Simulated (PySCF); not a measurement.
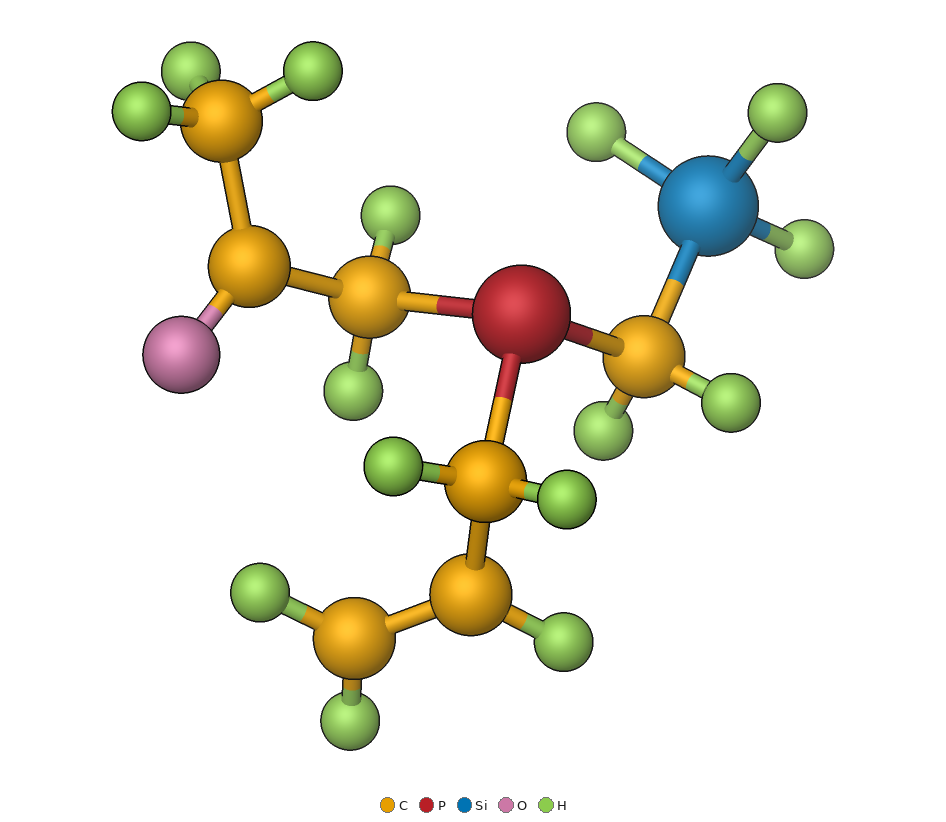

The geometry was computed by an optimisation with PBE0-D3(BJ)/def2-SVP. No frequency run is at hand to confirm it as a minimum.

Give the structural formula.

SMILES: C=CCP(C[SiH3])CC(C)=O

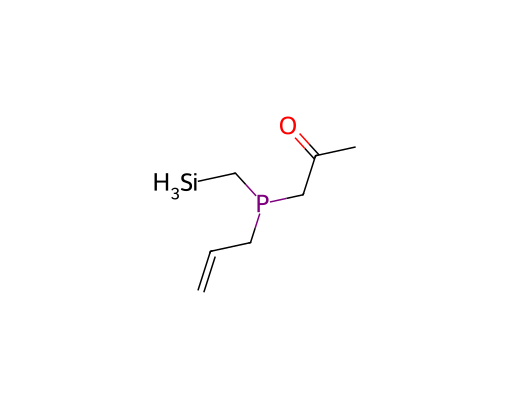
